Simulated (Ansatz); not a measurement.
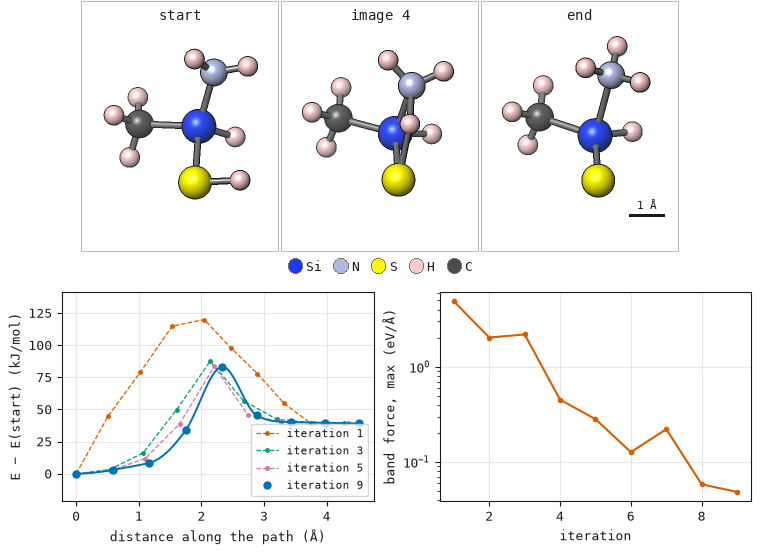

A search for the minimum-energy path of CH₇NSSi by the nudged elastic band. Images are numbered from 0 (start) to 8 (end). The plot follows the band through its iterations. The picture is a ball-and-stick view, seen from a free direction.

All numbers below come from RKS PBE-D4/def2-SVP in Ansatz 0.2.0. Run with 7 movable images; climbing image; force threshold 0.05 eV/Å; iteration limit 60; spring constant 50.0 eV/Å²; starting path through a guess of the saddle point.

Question: Did the band converge, and can the barrier be trusted?

Answer: The run is converged, with reservations. The band converged in 9 iterations. The largest component of the band force went from 4.9 to 0.048 eV/Å. The climbing image converged on the top of the path. Its curvatures weren't checked. The spring constant is far from the usual few eV/Å², which spoils the spacing or the steps. The first iteration put the highest image at 120.0 kJ/mol. The highest point, image 4, lies 83.2 kJ/mol above the start and 44.1 kJ/mol above the end; the end is at +39.1 kJ/mol relative to the start.
